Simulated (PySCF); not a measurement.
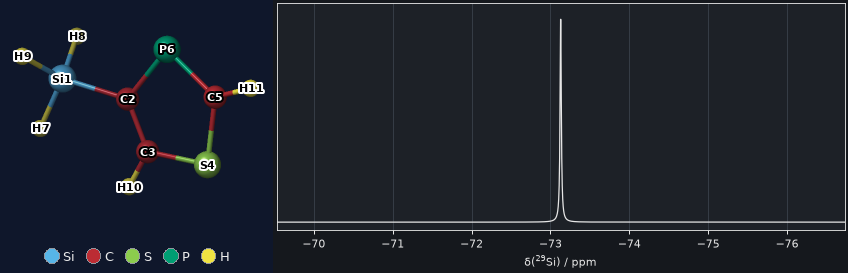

Spectrum and numbered structure of C₃H₅PSSi, SMILES [SiH3]c1cscp1. GIAO shifts, PBE0/pcSseg-1 in PySCF 2.14.0, at a GFN2-xTB geometry (no frequency check), against TMS for ²⁹Si computed at the same level. Gas phase, fully decoupled, line heights follow the number of nuclei, widths are arbitrary (no quadrupolar broadening); values of one conformer, averaged over methyl-type rotors and exact or near symmetry.

Where does the ²⁹Si line lie?

Answer. At −73.1 ppm (Si1).

Known limits of this run: the tight-binding geometry is rougher than a DFT one and adds to the error.
